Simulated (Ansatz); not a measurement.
## NbSn₇O₁₆: field-gradient calculation (part 3 of 3)

Continued. System: NbSn₇O₁₆ (defect cell, 24 atoms in the cell). Method: DFT, r2SCAN, plane-wave PAW, default files, scalar-relativistic, spin-polarised (Ansatz 0.2.0); cutoff 500 eV, 4×4×4 k-mesh, Fermi–Dirac smearing of 0.01 eV, collinear spins. It belongs to a series of runs on one base structure; here: Nb on a Sn site, charge +0, r2SCAN at the relaxed positions.

Geometry of the input (Å; fractional positions):
```
-4.7380  4.7380  3.1865
4.7380  -4.7380  3.1865
4.7380  4.7380  -3.1865
Nb 0.0000  0.0000  0.0000
Sn 0.5000  0.5000  0.0000
Sn 0.5000  0.0000  0.5000
Sn 0.0000  0.5000  0.5000
Sn 0.5000  0.5000  0.5000
Sn -0.0000  -0.0000  0.5000
Sn 0.0000  0.5000  -0.0000
Sn 0.5000  0.0000  0.0000
O  0.1496  0.1496  0.2993
O  0.6534  0.6534  0.3068
O  0.6506  0.1544  0.8051
O  0.1544  0.6506  0.8051
O  0.6522  0.3478  0.5000
O  0.1522  0.8478  0.5000
O  0.1478  0.3399  -0.0000
O  0.6601  0.8522  -0.0000
O  0.3466  0.3466  0.6932
O  0.8504  0.8504  0.7007
O  0.8456  0.3494  0.1949
O  0.3494  0.8456  0.1949
O  0.3478  0.6522  0.5000
O  0.8478  0.1522  0.5000
O  0.8522  0.6601  -0.0000
O  0.3399  0.1478  0.0000
```

## File populations.tsv, continued
```
10	O	1_2P	-	2.565015	2.562817
11	O	0_2S	-	0.861984	0.861345
11	O	1_2P	-	2.565015	2.562817
12	O	0_2S	-	0.861480	0.861440
12	O	1_2P	-	2.564714	2.564217
13	O	0_2S	-	0.861480	0.861440
13	O	1_2P	-	2.564714	2.564217
14	O	0_2S	-	0.860860	0.860705
14	O	1_2P	-	2.525657	2.532676
15	O	0_2S	-	0.860860	0.860705
15	O	1_2P	-	2.525657	2.532676
16	O	0_2S	-	0.863019	0.860340
16	O	1_2P	-	2.568270	2.558018
17	O	0_2S	-	0.862419	0.862355
17	O	1_2P	-	2.526162	2.534281
18	O	0_2S	-	0.861984	0.861345
18	O	1_2P	-	2.565015	2.562817
19	O	0_2S	-	0.861984	0.861345
19	O	1_2P	-	2.565015	2.562817
20	O	0_2S	-	0.861480	0.861440
20	O	1_2P	-	2.564714	2.564217
21	O	0_2S	-	0.861480	0.861440
21	O	1_2P	-	2.564714	2.564217
22	O	0_2S	-	0.860860	0.860705
22	O	1_2P	-	2.525657	2.532676
23	O	0_2S	-	0.860860	0.860705
23	O	1_2P	-	2.525657	2.532676
```

## File v_z.tsv
```
# z_ang	v_es[eV]	v_tot_up[eV]	v_tot_dn[eV]
# format = ansatz-planar-average/11
# xc	r2scan
# density_cutoff_ev	2000
# datasets	Nb=:simpson_from_first_knot:soft:shift=0	Sn=:simpson_from_first_knot:soft:shift=0	O=:simpson_from_first_knot:soft:shift=0
# lattice	-4.738000000	4.738000000	3.186500000
# lattice	4.738000000	-4.738000000	3.186500000
# lattice	4.738000000	4.738000000	-3.186500000
# sites	24
# site	41	0.000000000	0.000000000	0.000000000
# site	50	0.000000000	0.000000000	3.186500000
# site	50	0.000000000	4.738000000	0.000000000
# site	50	4.738000000	0.000000000	0.000000000
# site	50	2.369000000	2.369000000	1.593250000
# site	50	2.369000000	2.369000000	-1.593250000
# site	50	2.369000000	-2.369000000	1.593250000
# site	50	-2.369000000	2.369000000	1.593250000
# site	8	1.417885145	1.417885145	0.000000000
# site	8	1.453674305	1.453674305	3.186500000
# site	8	1.463394394	6.165550442	0.000000000
# site	8	6.165550442	1.463394394	0.000000000
# site	8	0.926914305	3.811085695	1.593250000
# site	8	5.664914305	-0.926914305	1.593250000
# site	8	0.910501695	-0.910501695	1.554109685
# site	8	0.910501695	-0.910501695	4.818890315
# site	8	3.284325695	3.284325695	0.000000000
# site	8	3.320114855	3.320114855	3.186500000
# site	8	-1.427550442	3.274605606	3.186500000
# site	8	3.274605606	-1.427550442	3.186500000
# site	8	3.811085695	0.926914305	1.593250000
# site	8	-0.926914305	5.664914305	1.593250000
# site	8	-0.910501695	0.910501695	4.818890315
# site	8	-0.910501695	0.910501695	1.554109685
0.000000	2.989266e-1	-1.688273e1	-1.665038e1
0.123661	4.565536e-1	-1.656055e1	-1.633537e1
0.247321	9.392473e-1	-1.553792e1	-1.532924e1
0.370982	1.752865e0	-1.379744e1	-1.361877e1
0.494643	2.944457e0	-1.141287e1	-1.127229e1
0.618303	4.573482e0	-8.548362e0	-8.438380e0
0.741964	6.244029e0	-5.708961e0	-5.626207e0
0.865625	7.497949e0	-3.438315e0	-3.370686e0
0.989285	8.560158e0	-1.701127e0	-1.643925e0
1.112946	9.534036e0	-2.566471e-1	-2.247718e-1
1.236607	1.023489e1	8.147118e-1	8.289667e-1
1.360267	1.074202e1	1.453195e0	1.457542e0
1.483928	1.108865e1	1.745189e0	1.737190e0
1.607589	1.119802e1	1.697867e0	1.692732e0
1.731250	1.119660e1	1.606527e0	1.605303e0
1.854910	1.119931e1	1.628404e0	1.625618e0
1.978571	1.120477e1	1.642093e0	1.642916e0
2.102232	1.121695e1	1.778025e0	1.777302e0
2.225892	1.109966e1	1.825118e0	1.822931e0
2.349553	1.074573e1	1.497474e0	1.496221e0
2.473214	1.025475e1	8.648232e-1	8.620030e-1
2.596874	9.556945e0	-1.797315e-1	-1.809660e-1
2.720535	8.613007e0	-1.572907e0	-1.573834e0
2.844196	7.683727e0	-3.164981e0	-3.165355e0
2.967856	6.707551e0	-5.146146e0	-5.144604e0
3.091517	5.482777e0	-7.531374e0	-7.529736e0
3.215178	4.453785e0	-9.812393e0	-9.808259e0
3.338838	3.899974e0	-1.161154e1	-1.160737e1
3.462499	3.647492e0	-1.284981e1	-1.284771e1
3.586160	3.548760e0	-1.353548e1	-1.353215e1
3.709820	3.527421e0	-1.374263e1	-1.373816e1
3.833481	3.548760e0	-1.353548e1	-1.353215e1
3.957142	3.647492e0	-1.284981e1	-1.284771e1
4.080802	3.899974e0	-1.161154e1	-1.160737e1
4.204463	4.453785e0	-9.812393e0	-9.808259e0
4.328124	5.482777e0	-7.531374e0	-7.529736e0
4.451785	6.707551e0	-5.146146e0	-5.144604e0
4.575445	7.683727e0	-3.164981e0	-3.165355e0
4.699106	8.613007e0	-1.572907e0	-1.573834e0
4.822767	9.556945e0	-1.797315e-1	-1.809660e-1
4.946427	1.025475e1	8.648232e-1	8.620030e-1
5.070088	1.074573e1	1.497474e0	1.496221e0
5.193749	1.109966e1	1.825118e0	1.822931e0
5.317409	1.121695e1	1.778025e0	1.777302e0
5.441070	1.120477e1	1.642093e0	1.642916e0
5.564731	1.119931e1	1.628404e0	1.625618e0
5.688391	1.119660e1	1.606527e0	1.605303e0
5.812052	1.119802e1	1.697867e0	1.692732e0
5.935713	1.108865e1	1.745189e0	1.737190e0
6.059373	1.074202e1	1.453195e0	1.457542e0
6.183034	1.023489e1	8.147118e-1	8.289667e-1
6.306695	9.534036e0	-2.566471e-1	-2.247718e-1
6.430355	8.560158e0	-1.701127e0	-1.643925e0
6.554016	7.497949e0	-3.438315e0	-3.370686e0
6.677677	6.244029e0	-5.708961e0	-5.626207e0
6.801337	4.573482e0	-8.548362e0	-8.438380e0
6.924998	2.944457e0	-1.141287e1	-1.127229e1
7.048659	1.752865e0	-1.379744e1	-1.361877e1
7.172319	9.392473e-1	-1.553792e1	-1.532924e1
7.295980	4.565536e-1	-1.656055e1	-1.633537e1
```

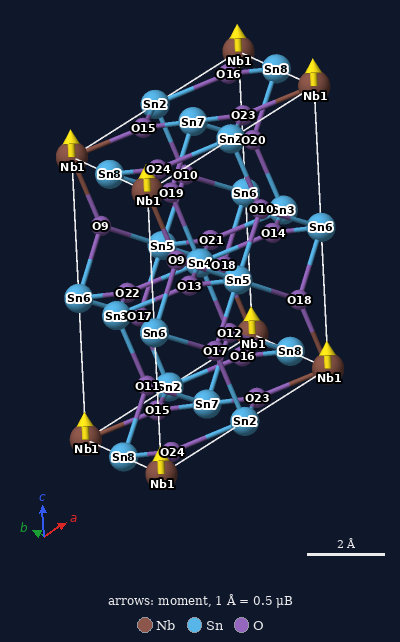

Fig. 1: Magnetic moments of the sites as yellow arrows (ball-and-stick view of the reduced cell, seen slightly off an axis; atoms are numbered from 1 in the order of the input); small moments hardly show. The run is collinear, so the axis drawn is arbitrary. Site moments: Nb1 (0.37 μB). They are counted near the atoms and needn't add up to the moment of the cell.

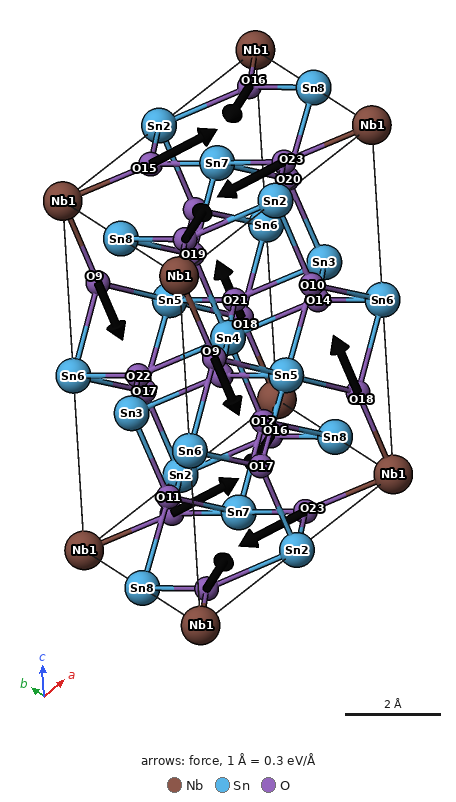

Fig. 2: Forces on the atoms as black arrows (ball-and-stick view of the reduced cell, seen slightly off an axis; atoms are numbered from 1 in the order of the input); the smallest are left out. The largest act on O15, O16, O23, O24 (0.49 eV/Å); O9, O18 (0.43 eV/Å). The geometry is not a stationary point of this energy.

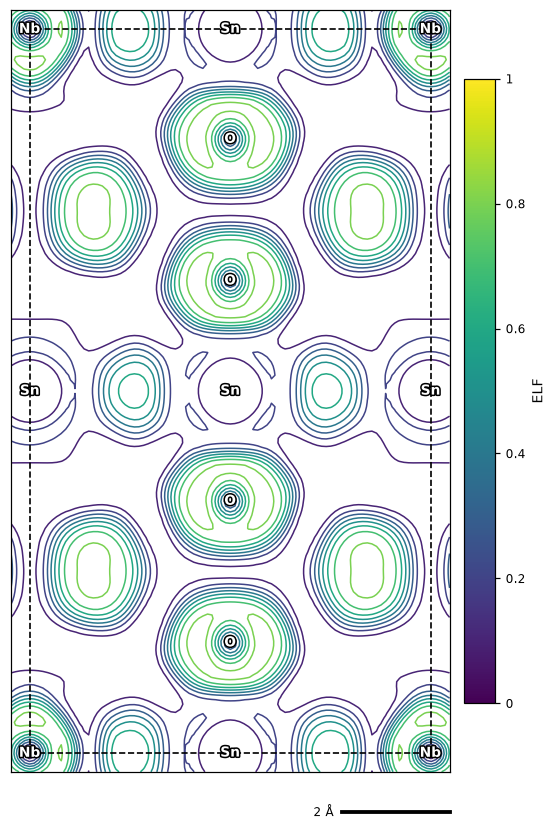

Fig. 3: ELF on the (110) plane of the calculation cell. Sn–O (2.04 Å): the ELF is about 0.25 at the midpoint. The strong features right at Nb lie inside the PAW spheres (semicore, d or f shells) and say nothing about bonding. In a PAW calculation such maps are meaningful between the atoms, not at the nuclei.

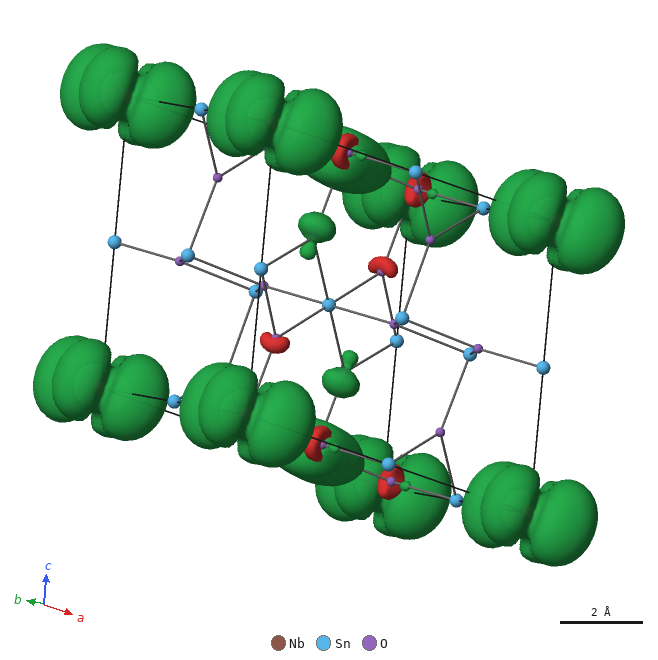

Fig. 4: Isosurfaces of the spin density (up minus down) at +0.01 (green) and −0.01 e/Å³ (red), seen at an oblique angle. Sticks mark near contacts. The outline is the calculation cell. The spin density sits on Nb: +0.4 μB in one cell of 24 atoms: a single local moment. The cell of the calculation (24 atoms) carries 0.8 μB net.

## Results in brief

- outcome: converged
- electrons treated: 207
- free energy: −55937.1396 eV
- Fermi energy: 12.346 eV
- net moment of the cell: 0.84 μB
- integrated absolute moment: 0.95 μB
- pressure: 4.14 GPa
- field gradient V_zz (10²¹ V/m²): Nb −8.93, Sn 5.55, Sn 5.81, Sn 5.81, Sn 7.34, Sn 7.34, Sn 5.24, Sn 5.24 (the first 8 of 24 sites)
- largest force (length of the vector): 0.494 eV/Å
- wall time: 3.4 min (CPU time 13 min)
- peak memory: 2.8 GiB

Warnings of the run: the field gradients leave out spin–orbit coupling; the state was not tested for a lower one.
